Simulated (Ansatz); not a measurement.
**SiTe2 monolayer (1T): from the cell to its phonons**

Aim: the vibrations of SiTe2 monolayer (1T), their spectra, and whether the structure is stable.

Main program and level: Ansatz 0.2.0; DFT PBEsol, scalar-relativistic, plane waves, PAW.

## Step 1: Starting point

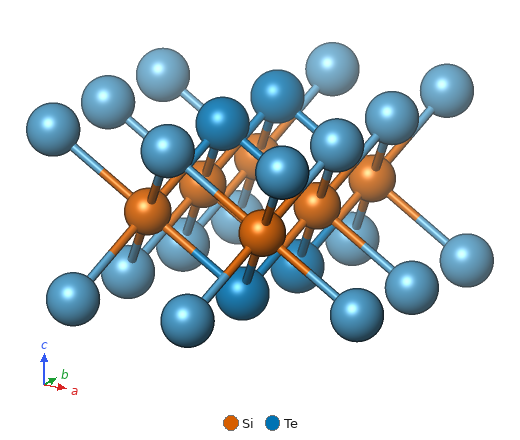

The cell as given, slightly off an axis (silicon orange, tellurium blue). 1×2×1 cells are drawn. Some periodic images of atoms are drawn too.

The cell holds 3 atoms: 1 Si and 2 Te. Cell: a = 3.680 Å, b = 3.680 Å, c = 20.000 Å, α = 90.0°, β = 90.0°, γ = 120.0°. Vacuum lies along c.

## Step 2: Relaxation

Harmonic phonons are second derivatives at a point where the forces vanish, and they are wanted at zero stress, so atoms and cell are relaxed first.

The program solves this slab on a cell height of its own, 30.4 Å, in place of the one typed.

The input, input.yaml:

```yaml
crystal:
  lattice:
    - [3.68, 0.0, 0.0]
    - [-1.84, 3.18697, 0.0]
    - [0.0, 0.0, 20.0]
  atoms:
    - { symbol: Si, position: [0.0, 0.0, 0.5] }
    - { symbol: Te, position: [0.333333, 0.666667, 0.5828] }
    - { symbol: Te, position: [0.666667, 0.333333, 0.4172] }
  periodic: [true, true, false]
kpoints:
  mp_grid: { grid: [15, 15, 1] }
hamiltonian:
  xc: pbesol
scf:
  occupations: { method: gaussian, width: 0.1 }
output:
  forces: true
  stress: true
  eigenvalues: true
  write_density: true
  write_potential: true
  elf: true
  volumetric_format: npy
relax:
  adjacent_minimum: "off"
  f_tol: 0.005
  max_steps: 80
  cell: { stress_2d_tol: 0.02 }
```

Launch:

```console
> ansatz run input.yaml --threads 8 --pin off --max-ram 14336MiB --backend cpu --events-out ev --progress --plain --runs-dir out
```

Numbers of over 12 decimals in the logs are rounded to 6 here.

What it wrote:

```text
Warning: crystal.periodic: the lattice vector that does not repeat stood 0.000° off the slab's normal, 20.000 Å along it as the deck builds it. The run solves the slab on a vector along the normal, 30.424 Å long, with every atom where it was (on the deck's vector they left 16.69 Å outside them, and the widest stretch free of ions among them is 1.66 Å). A fractional position that the run reports is one of the run's ce [...]
Warning: the atoms were moved onto the symmetric positions of the space group found under crystal.symmetry.tolerance 1.0e-5 (fractional; no operation is sought that the atoms, as they stand in a round, miss by more than twice it, and no atom is moved by as much as it), and the run uses the moved positions. Before a round's move an operation carried an atom to 3.68e-6 Å from where it should land, the largest such dist [...]
crystal.periodic: the lattice vector that does not repeat stood 0.000° off the slab's normal, 20.000 Å along it as the deck builds it. The run solves the slab on a vector along the normal, 30.424 Å long, with every atom where it was (on the deck's vector they left 16.69 Å outside them, and the widest stretch free of ions among them is 1.66 Å). A fractional position that the run reports is one of the run's cell, which [...]
Engine: ansatz 0.2.0, aarch64-unknown-linux-gnu
Pseudopotentials: kind: paw
Pseudopotential: Si, paw, valence charge 4, recommended cutoff 420 eV (normal), Si.paw.azcp
Pseudopotential: Te, paw, valence charge 16, recommended cutoff 420 eV (normal), Te.paw.azcp
Functional definition: PBEsol
  exchange = pbesol_x
  correlation = pbesol_c
Crystal: 3 atoms, lattice volume = 356.814 Å³
Basis set: ecut = 420 eV, 6989 PW (Γ), exchange–correlation on 50×50×432 points (8 copies of the dense FFT grid, shifted against one another)
Bands: 22, of which v1, the nominal top of the filled ones, is band 18 counted from 1 (17 counted from 0)
Symmetry: 12 space group operations
Space group: P-3m1 (ITA 164), of the structure as read, at distance tolerance 7.1e-5 Å
k-points: 27 of 225
Non-local potential: Si, projectors of the file, l = 0: 2, l = 1: 2, l = 2: 2
Non-local potential: Te, projectors of the file, l = 0: 2, l = 1: 2, l = 2: 2, l = 3: 2
PAW form: soft (Blöchl's): semilocal exchange-correlation on the pseudo side does not see the compensation charge
PAW frozen core: Si, regenerated for the run's functional, and the local potential with it (the file was generated under x = pbe(κ = 0.804, μ = 0.219515), c = pbe(β = 0.066725))
PAW frozen core: Te, regenerated for the run's functional, and the local potential with it (the file was generated under x = pbe(κ = 0.804, μ = 0.219515), c = pbe(β = 0.066725))
PAW one-centre angular grid: Si, 110 points (default); XC on 64 Gauss nodes
PAW one-centre angular grid: Te, 590 points (default); XC on 64 Gauss nodes
Initial density: superposition of atomic densities (neutral atoms: chi_scale 0, normalization atom), corrected by the library's trained network
Initial wavefunctions: pseudopotential atomic-orbital guess
Functional: x = pbesol(κ = 0.804, μ = 0.123457), c = pbesol(β = 0.046)
SCF iter   1: F=—  HF=-14424.370518 eV  |F-HF|=—  |Δ(HF+E_count)|=         —  Δρ=1.25e-3  dr2=6.05e-3  ethr=1.77e-3  ⟨swp⟩=15.0  Hψ=4898  notcnv=0
preconditioner: auto → LDOS  [metal: Δε(μ)=0.059 eV  Ē_g=8.555 eV  σ=0.100 eV  W_gap=0.32  n_scr=18 (ndim 8)  ℏωp=7.9 eV  f_vac=0.749  D(μ)=1.54/eV (n_scr^D=8)  β→1.0]
SCF iter   2: F=—  HF=-14424.369126 eV  |F-HF|=—  |Δ(HF+E_count)|=   1.39e-3  Δρ=3.89e-4  dr2=4.96e-4  ethr=1.68e-5  ⟨swp⟩=3.5  Hψ=1689  notcnv=0
SCF iter   3: F=—  HF=-14424.369039 eV  |F-HF|=—  |Δ(HF+E_count)|=   8.68e-5  Δρ=1.62e-4  dr2=1.67e-4  ethr=1.38e-6  ⟨swp⟩=3.0  Hψ=1279  notcnv=0
SCF iter   4: F=—  HF=-14424.368998 eV  |F-HF|=—  |Δ(HF+E_count)|=   4.10e-5  Δρ=4.82e-5  dr2=1.57e-5  ethr=4.64e-7  ⟨swp⟩=3.8  Hψ=1464  notcnv=0
SCF iter   5: F=—  HF=-14424.369026 eV  |F-HF|=—  |Δ(HF+E_count)|=   2.79e-5  Δρ=9.54e-6  dr2=4.09e-7  ethr=4.35e-8  ⟨swp⟩=2.9  Hψ=1150  notcnv=0
SCF iter   6: F=-14424.369026 eV  HF=-14424.369026 eV  |F-HF|=3.04e-8  |Δ(HF+E_count)|=   5.99e-8  Δρ=3.50e-6  dr2=9.15e-8  ethr=2.78e-10  ⟨swp⟩=20.8  Hψ=6508  notcnv=0
SCF 1 converged in 6 iterations: F = -14424.369026 eV  dr2 = 9.15e-8
  greatest PAW one-centre occupation: 0.998 electrons in one spin orbital (limit 2), on the Te atom at site 2 (counted from 0), in its partial waves of l = 2
relax step   1: F+E_penalty+E_count = -14424.36902610 eV  Δ(F+E_penalty+E_count) = +0.000e0 eV  max|allowed force component| = 2.504e-1 eV/Å  Δτ_max = 0.0000 Å  P = +1.370 N/m  Ω = 356.814 Å³  fix = [c, alpha, beta]  reactions: c +0.000 N/m  (6 SCF iters, dr2 threshold 1.00e-7 eV, accepted)
Crystal: 3 atoms, lattice volume = 375.700 Å³
Basis set: ecut = 420 eV, 7361 PW (Γ), exchange–correlation on 50×50×432 points (8 copies of the dense FFT grid, shifted against one another)
Initial density: handed on by an earlier stage of this run
Initial wavefunctions: those handed on with the density
iter 1 solved again at ethr=9.70e-5 eV; its pass at ethr=3.10e-3 eV (dr2=3.49e-2 eV) is discarded
SCF iter   1: F=—  HF=-14424.328588 eV  |F-HF|=—  |Δ(HF+E_count)|=         —  Δρ=2.37e-3  dr2=3.61e-2  ethr=9.70e-5  ⟨swp⟩=2.8  Hψ=4900  notcnv=0
preconditioner: auto → LDOS  [metal: Δε(μ)=0.038 eV  Ē_g=8.654 eV  σ=0.100 eV  W_gap=0.21  n_scr=16 (ndim 8)  ℏωp=7.7 eV  f_vac=0.758  D(μ)=1.49/eV (n_scr^D=8)  β→1.0]
SCF iter   2: F=—  HF=-14424.322450 eV  |F-HF|=—  |Δ(HF+E_count)|=   6.14e-3  Δρ=1.54e-3  dr2=2.16e-2  ethr=9.70e-5  ⟨swp⟩=3.1  Hψ=1387  notcnv=0
SCF iter   3: F=—  HF=-14424.317715 eV  |F-HF|=—  |Δ(HF+E_count)|=   4.74e-3  Δρ=4.60e-4  dr2=1.29e-3  ethr=6.00e-5  ⟨swp⟩=3.1  Hψ=1343  notcnv=0
SCF iter   4: F=—  HF=-14424.317359 eV  |F-HF|=—  |Δ(HF+E_count)|=   3.55e-4  Δρ=7.89e-5  dr2=3.04e-5  ethr=3.57e-6  ⟨swp⟩=3.0  Hψ=1306  notcnv=0
SCF iter   5: F=—  HF=-14424.317392 eV  |F-HF|=—  |Δ(HF+E_count)|=   3.31e-5  Δρ=2.01e-5  dr2=2.36e-6  ethr=8.44e-8  ⟨swp⟩=3.7  Hψ=1395  notcnv=0
SCF iter   6: F=-14424.317394 eV  HF=-14424.317394 eV  |F-HF|=6.62e-8  |Δ(HF+E_count)|=   1.39e-6  Δρ=6.26e-6  dr2=1.87e-7  ethr=8.33e-10  ⟨swp⟩=21.1  Hψ=6822  notcnv=0
the search or the solves at the SCF's close seem to have found levels that the self-consistency loop had missed (the run counts 1). By its estimate they hold under 1e-12 electrons; where the run keeps them, the occupations were computed again with them
SCF 2 converged in 6 iterations: F = -14424.317394 eV  dr2 = 1.87e-7
relax step   2: F+E_penalty+E_count = -14424.31739358 eV  Δ(F+E_penalty+E_count) = +5.163e-2 eV  max|allowed force component| = 8.766e-1 eV/Å  Δτ_max = 0.1298 Å  P = +0.242 N/m  Ω = 375.700 Å³  energy of the carried Pulay correction = -7.758e-4 eV  fix = [c, alpha, beta]  (6 SCF iters, dr2 threshold 3.00e-7 eV, rejected (line search))
Crystal: 3 atoms, lattice volume = 365.962 Å³
Basis set: ecut = 420 eV, 7169 PW (Γ), exchange–correlation on 50×50×432 points (8 copies of the dense FFT grid, shifted against one another)
iter 1 solved again at ethr=4.05e-5 eV; its pass at ethr=3.10e-3 eV (dr2=1.46e-2 eV) is discarded
SCF iter   1: F=—  HF=-14424.398073 eV  |F-HF|=—  |Δ(HF+E_count)|=         —  Δρ=1.69e-3  dr2=1.61e-2  ethr=4.05e-5  ⟨swp⟩=2.9  Hψ=4774  notcnv=0
preconditioner: auto → LDOS  [metal: Δε(μ)=0.094 eV  Ē_g=8.579 eV  σ=0.100 eV  W_gap=0.43  n_scr=16 (ndim 8)  ℏωp=7.8 eV  f_vac=0.750  D(μ)=1.62/eV (n_scr^D=8)  β→1.0]
SCF iter   2: F=—  HF=-14424.395341 eV  |F-HF|=—  |Δ(HF+E_count)|=   2.73e-3  Δρ=1.13e-3  dr2=9.54e-3  ethr=4.05e-5  ⟨swp⟩=2.9  Hψ=1349  notcnv=0
SCF iter   3: F=—  HF=-14424.393297 eV  |F-HF|=—  |Δ(HF+E_count)|=   2.04e-3  Δρ=3.14e-4  dr2=6.56e-4  ethr=2.65e-5  ⟨swp⟩=3.0  Hψ=1237  notcnv=0
SCF iter   4: F=—  HF=-14424.393118 eV  |F-HF|=—  |Δ(HF+E_count)|=   1.79e-4  Δρ=4.42e-5  dr2=8.71e-6  ethr=1.82e-6  ⟨swp⟩=3.4  Hψ=1368  notcnv=0
SCF iter   5: F=—  HF=-14424.393122 eV  |F-HF|=—  |Δ(HF+E_count)|=   4.12e-6  Δρ=1.23e-5  dr2=5.47e-7  ethr=2.42e-8  ⟨swp⟩=3.5  Hψ=1340  notcnv=0
SCF iter   6: F=—  HF=-14424.393159 eV  |F-HF|=—  |Δ(HF+E_count)|=   3.63e-5  Δρ=3.40e-6  dr2=4.78e-8  ethr=1.52e-9  ⟨swp⟩=3.0  Hψ=1265  notcnv=0
SCF iter   7: F=—  HF=-14424.393159 eV  |F-HF|=—  |Δ(HF+E_count)|=   1.28e-8  Δρ=6.44e-7  dr2=9.61e-10  ethr=1.33e-10  ⟨swp⟩=3.4  Hψ=1336  notcnv=0
SCF iter   8: F=—  HF=-14424.393159 eV  |F-HF|=—  |Δ(HF+E_count)|=   1.56e-8  Δρ=1.32e-7  dr2=7.73e-11  ethr=2.67e-12  ⟨swp⟩=3.0  Hψ=1251  notcnv=0
SCF iter   9: F=-14424.393159 eV  HF=-14424.393159 eV  |F-HF|=0.00e0  |Δ(HF+E_count)|=   2.01e-9  Δρ=1.82e-8  dr2=2.27e-12  ethr=1.00e-12  ⟨swp⟩=11.9  Hψ=5066  notcnv=0
SCF 3 converged in 9 iterations: F = -14424.393159 eV  dr2 = 2.27e-12
relax step   3: F+E_penalty+E_count = -14424.39315879 eV  Δ(F+E_penalty+E_count) = -2.413e-2 eV  max|allowed force component| = 6.592e-2 eV/Å  Δτ_max = 0.0428 Å  P = +0.414 N/m  Ω = 365.962 Å³  energy of the carried Pulay correction = -3.808e-4 eV  fix = [c, alpha, beta]  reactions: c +0.000 N/m  (9 SCF iters, accepted)
[...]
relax step   4: F+E_penalty+E_count = -14424.39405284 eV  Δ(F+E_penalty+E_count) = -8.940e-4 eV  max|allowed force component| = 3.928e-2 eV/Å  Δτ_max = 0.0008 Å  P = +0.190 N/m  Ω = 367.361 Å³  energy of the carried Pulay correction = -4.382e-4 eV  fix = [c, alpha, beta]  reactions: c +0.000 N/m  (4 SCF iters, dr2 threshold 2.72e-7 eV, accepted)
[...]
relax step   5: F+E_penalty+E_count = -14424.39431740 eV  Δ(F+E_penalty+E_count) = -2.646e-4 eV  max|allowed force component| = 4.499e-4 eV/Å  Δτ_max = 0.0026 Å  P = +0.010 N/m  Ω = 368.353 Å³  energy of the carried Pulay correction = -4.788e-4 eV  fix = [c, alpha, beta]  reactions: c +0.000 N/m  (5 SCF iters, dr2 threshold 9.64e-8 eV, accepted)
Initial wavefunctions: pseudopotential atomic-orbital guess (no wavefunctions were taken with the density)
iter 1 solved again at ethr=1.03e-6 eV; its pass at ethr=3.10e-3 eV (dr2=3.69e-4 eV) is discarded
SCF iter   1: F=—  HF=-14424.391843 eV  |F-HF|=—  |Δ(HF+E_count)|=         —  Δρ=1.12e-4  dr2=1.14e-6  ethr=1.03e-6  ⟨swp⟩=5.2  Hψ=6921  notcnv=0
eigensolver tolerance schedule: the retry pair's looser diagonalisation over-reported the residual by 322.18 of it (diagonalisation noise at 0.12 of the residual, at the tolerance the schedule requests for it); recorded, not acted on — ethr = c·dr2/N_el stays at c = 1.0e-1
preconditioner: auto → LDOS  [metal: Δε(μ)=0.096 eV  Ē_g=8.530 eV  σ=0.100 eV  W_gap=0.42  n_scr=16 (ndim 8)  ℏωp=7.7 eV  f_vac=0.751  D(μ)=1.61/eV (n_scr^D=8)  β→1.0]
SCF iter   2: F=—  HF=-14424.394819 eV  |F-HF|=—  |Δ(HF+E_count)|=   2.98e-3  Δρ=4.86e-6  dr2=1.72e-7  ethr=3.17e-9  ⟨swp⟩=4.6  Hψ=1532  notcnv=0
SCF iter   3: F=—  HF=-14424.394813 eV  |F-HF|=—  |Δ(HF+E_count)|=   5.74e-6  Δρ=2.25e-6  dr2=1.50e-8  ethr=4.77e-10  ⟨swp⟩=3.0  Hψ=1294  notcnv=0
SCF iter   4: F=—  HF=-14424.394819 eV  |F-HF|=—  |Δ(HF+E_count)|=   5.43e-6  Δρ=4.19e-7  dr2=5.92e-10  ethr=4.18e-11  ⟨swp⟩=3.0  Hψ=1316  notcnv=0
SCF iter   5: F=—  HF=-14424.394819 eV  |F-HF|=—  |Δ(HF+E_count)|=   2.15e-7  Δρ=1.23e-7  dr2=7.13e-11  ethr=1.64e-12  ⟨swp⟩=3.7  Hψ=1662  notcnv=0
SCF iter   6: F=—  HF=-14424.394819 eV  |F-HF|=—  |Δ(HF+E_count)|=  6.97e-10  Δρ=7.72e-8  dr2=3.23e-11  ethr=1.00e-12  ⟨swp⟩=3.0  Hψ=1162  notcnv=0
SCF iter   7: F=-14424.394819 eV  HF=-14424.394819 eV  |F-HF|=5.82e-11  |Δ(HF+E_count)|=   3.97e-9  Δρ=1.29e-8  dr2=7.54e-13  ethr=1.00e-12  ⟨swp⟩=13.2  Hψ=4672  notcnv=0
SCF 6 converged in 7 iterations: F = -14424.394819 eV  dr2 = 7.54e-13
relax step   6: F+E_penalty+E_count = -14424.39481885 eV  Δ(F+E_penalty+E_count) = -5.014e-4 eV  max|allowed force component| = 4.041e-4 eV/Å  Δτ_max = 0.0000 Å  P = +0.012 N/m  Ω = 368.353 Å³  fix = [c, alpha, beta]  reactions: c +0.000 N/m  stress off target by 1.18e-2 N/m on what of the cell is left free  SCF on the basis re-selected at this cell (its energy is not comparable with the rows above)  (7 SCF iters)
basis re-selected at this cell: Δ(F+E_penalty+E_count) = -5.014e-4 eV, ΔP = +0.001 N/m vs the last step (what re-selecting the basis moved, of the pressure what is left beyond the Pulay correction that the steps carried, after the strain that the cell walked since its last selection, with what the two solves' SCF thresholds leave and, on support functions, any second-order correction that the steps lacked; it is no m [...]
SCF converged after 7 iterations
Free energy (F): -14424.394819 eV
Harris-Foulkes:  -14424.394819 eV  (|F-HF|=5.82e-11)
Internal energy: -14424.386759 eV  (E = F + TS)
E sigma→0 (E₀):  -14424.390789 eV
Entropy (-TS):   -0.008060 eV (-2.687 meV/atom)
Fermi energy:    -4.866501 eV
--- Per-component energies (eV) ---
  E_band       = -991.340833
  E_kinetic    = 403.676239
  E_local      = -58254.401880  (includes V_loc(G=0)·N_el)
  E_nonlocal   = -590.860240
  E_hartree    = 29234.614765
  E_xc         = -302.052649
  E_vxc        = -255.984282  (∫ρ·V_xc dr)
  E_paw        = -9668.160823  (= ΣΔE_a)
  E_vpaw       = -762.999876  (= ΣTr[D̂ρ^β])
  E_aug_tail   = -0.000362  (compensation charges beyond the density's cutoff)
  E_ewald      = 24752.017000
  E_core_change = 0.781191  (= ΣΔE_core)
  E_smearing   = -0.008060  (= −TS)
  E_closure    = 0.000000  (closes the sum)
  Σ components = -14424.394819   (vs F -14424.394819, Δ=0.00e0)
--- Forces (eV/Å), atoms counted from 1 ---
  atom   1  Si     0.00000000     0.00000000     0.00000000
  atom   2  Te    -0.00000000     0.00000000     0.00040410
  atom   3  Te     0.00000000    -0.00000000    -0.00040410
  max |Σ_I F_I| component: 1.73e-18 eV/Å
--- 2D stress c σ (N/m, compression-positive) ---
        0.011840      -0.000000      -0.000000
       -0.000000       0.011840       0.000000
       -0.000000       0.000000       0.000000
  P = ½ c Tr σ = 0.0118 N/m
--- Band table (eV; the first three rows and the last of 27) ---
  k-point 0: bands = [... 14 lower, -5.3582, -5.3582, -4.7734, -4.7734, -3.3408, -1.6559, -1.4904, -1.4904]
  k-point 1: bands = [... 14 lower, -6.0543, -5.6365, -5.0905, -4.6328, -2.9236, -1.7224 (-1.7224°), -1.4198, -1.2216]
  k-point 2: bands = [... 14 lower, -6.7518, -6.1093, -5.8751, -4.5625, -2.8142, -1.7491, -1.1858, -0.5979]
  k-point 26: bands = [... 14 lower, -9.4754, -9.3136, -6.3456, -6.3456, -4.2474, -0.7966, -0.7966, -0.2342]
  ° read free of the cell's end (the report's vacuum.weakly_bound_levels)
--- Relaxed structure (5 steps of the walk, 4 accepted, 1 SCFs on fresh bases) ---
  F+E_penalty+E_count = -14424.39481885 eV   max|allowed force component| = 4.041e-4 eV/Å   (the final SCF, on the basis selected at the relaxed cell)
  cell:  # Å, volume = 368.3528 Å³
    - [3.739026, 0.0, 0]
    - [-1.869513, 3.238092, 0]
    - [0, 0, 30.424]
  atoms:
    - { symbol: Si, position: [0, 0, 0.328688] }
    - { symbol: Te, position: [0.333333, 0.666667, 0.381823] }
    - { symbol: Te, position: [0.666667, 0.333333, 0.275553] }
```

Elapsed: 14 s, on 8 threads of Arm Neoverse V2, shared host; peak memory 0.98 GiB.

Relaxation path:

| step | energy less that of the first step (eV) | largest force component (eV/Å) | volume (Å³) |
| --- | --- | --- | --- |
| 1 | 0.0000 | 0.2504 | 356.81 |
| 2 | 0.0516 | 0.8766 | 375.70 |
| 3 | -0.0241 | 0.0659 | 365.96 |
| 4 | -0.0250 | 0.0393 | 367.36 |
| 5 | -0.0253 | 0.0004 | 368.35 |
| 6* | -0.0258 | 0.0004 | 368.35 |

Relaxation steps marked * repeat the geometry before them on a plane-wave basis chosen anew for their cell, so energy and pressure can jump there. Relaxation step 2 was tried and not accepted.

The run keeps the 12 symmetry operations that it works with, so distortions that break them were not tested.

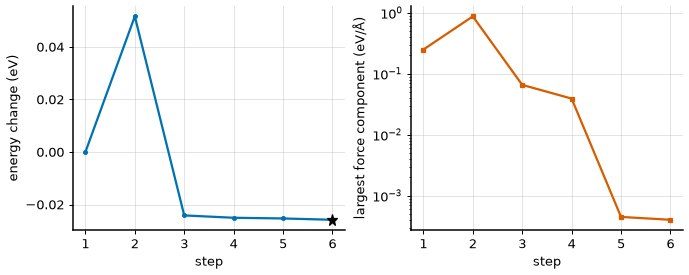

Energy and largest force along the relaxation. Stars mark steps on a basis chosen anew.

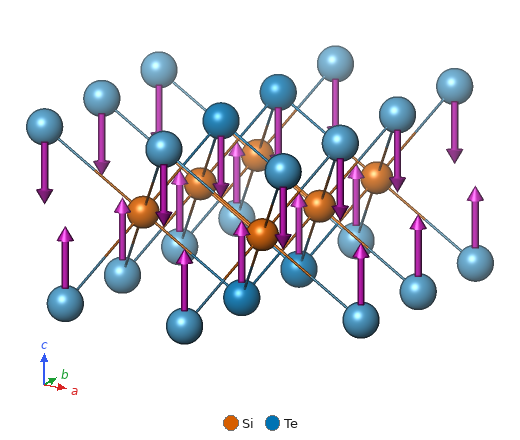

Displacements in the relaxation, exaggerated, measured against the changing cell; the longest in the cell stands for 0.04 Å. 1×2×1 cells are drawn. Some periodic images of atoms are drawn too.

| cell as run | before | after | change |
| --- | --- | --- | --- |
| a (Å) | 3.680 | 3.739 | +1.6 % |
| b (Å) | 3.680 | 3.739 | +1.6 % |

The atoms that moved most (Å, along periodic axes as changes of fractional coordinates times the final cell, across vacuum about the mean position):

| atom | dx | dy | dz | length |
| --- | --- | --- | --- | --- |
| Te3 | 0.000 | 0.000 | 0.039 | 0.039 |
| Te2 | 0.000 | 0.000 | -0.039 | 0.039 |

Final coordinates:

```cif
data_structure
_symmetry_space_group_name_H-M 'P 1'
_symmetry_Int_Tables_number 1
_cell_length_a 3.7390
_cell_length_b 3.7390
_cell_length_c 30.4240
_cell_angle_alpha 90.000
_cell_angle_beta 90.000
_cell_angle_gamma 120.000
_cell_volume 368.35
loop_
_atom_site_label
_atom_site_type_symbol
_atom_site_fract_x
_atom_site_fract_y
_atom_site_fract_z
_atom_site_occupancy
Si1 Si 0.00000 0.00000 0.32869 1
Te2 Te 0.33333 0.66667 0.38182 1
Te3 Te 0.66667 0.33333 0.27555 1
```

This step gave:

```yaml
gap_on_the_k_mesh: 0 eV
area_per_atom: 4.036 Å²
```

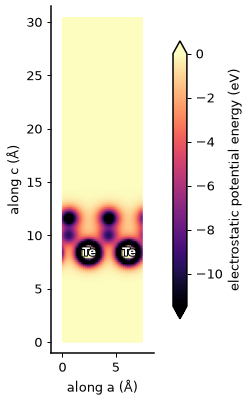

Electrostatic potential energy in the ac plane at fractional y = 0.333, with atoms of Te within 0.2 Å of it. With pseudopotentials it is smooth inside the atoms' cores, unlike the true potential.

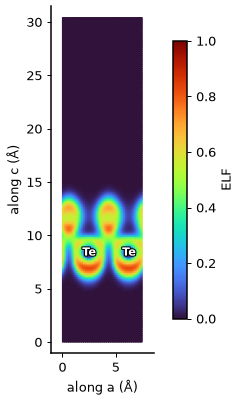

ELF in the ac plane at fractional y = 0.333, with atoms of Te within 0.2 Å of it. It is the smooth field of the valence electrons, not physical close to the nuclei.

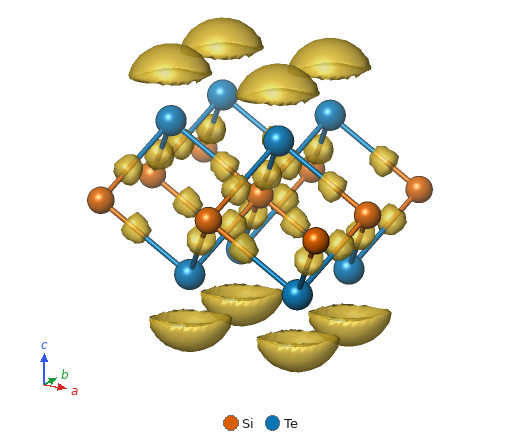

Surface of ELF = 0.75. 2×2×1 cells are drawn.

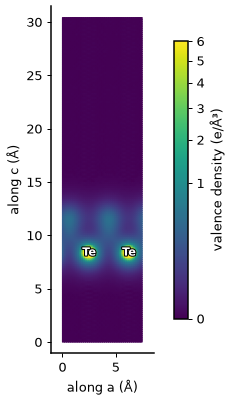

Valence density in the ac plane at fractional y = 0.333, with atoms of Te within 0.2 Å of it. It is the smooth field of the valence electrons, not physical close to the nuclei. The colour scale is stretched toward low values.

The cell grew by 1.6 % in its periodic edges. From the first step to the last the energy fell by 0.026 eV, across changes of basis, and the largest move was 0.039 Å (Te3 and 1 other atom alike).

(Continued in part 2 of 2.)

[Logs are printed without paths, hosts, clocks, repeated set-up lines and the standing remarks that a program may print on its own settings, such as how far it seeks lower states.]

[Hosts, paths, dates, database ids (printed as entryN), source tags and the programs' standing remarks are cut or masked in the printed files.]
